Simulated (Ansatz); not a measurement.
## A computed series for Ti: response to strain

Take Ti in the hcp (Mg type) structure (space group P6_3/mmc, No. 194; a = 2.9364 Å, c = 4.6402 Å; relaxed with 0.1 eV smearing) as the base. Axes: x lies along a and z along c of the hexagonal cell.

Strains are applied to the cell and any free atomic positions relax; under biaxial strain the out-of-plane vector relaxes too.

Level of theory: r2SCAN (Ansatz, an electronic-structure program), no spin-orbit coupling.

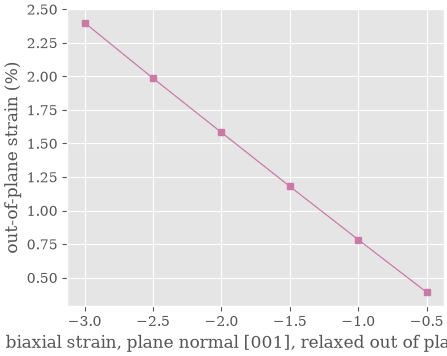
Out-of-plane strain against biaxial strain, plane normal [001], relaxed out of plane

Task: From the plot, what is the out-of-plane strain for biaxial strain −1.00 %, plane normal [001], relaxed out of plane?

Result: About 0.8 %.

Task: Is the trend monotonic over the range shown?

Result: Yes, it falls throughout, spanning +0.39 % to +2.40 %.

No phonon test of stability was made. The final runs are not spin-polarised.
